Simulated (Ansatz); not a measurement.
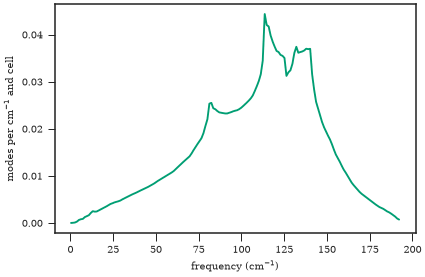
Fig. 1. Phonon density of states of Se (simple cubic, space group No. 221), 1 atoms a cell, the program Ansatz at the PBEsol level (PAW)

Question: Estimate the mean frequency and the zero-point energy.

Answer: The mean is about 110 cm⁻¹, and (3/2)ħ⟨ω⟩ gives 20.3 meV/atom.

Question: What share of the Dulong–Petit heat capacity is reached at 100 K and at 300 K?

Answer: 81 % and 98 %.

Space group Pm-3m (simple cubic). The first step of the workflow began from a Materials Project structure, measured or hypothetical; the Crystallography Open Database copy checked does not list it. It is not the phase usual at ambient conditions (space group No. 152). The PBEsol relaxation kept the symmetry of its start; whether a distortion lowers the energy is not shown. As this level gives no gap, phonon frequencies hold no LO–TO term and depend on the k-mesh and smearing (Fermi–Dirac, 0.1 eV here). Scalar-relativistic: spin–orbit coupling is off unless named, which matters more the heavier the elements.

Potentials: the earlier of the program's two PAW sets. The files were generated under PBE; for other functionals the program regenerates the frozen cores, and for LDA and PBEsol the local potential too.
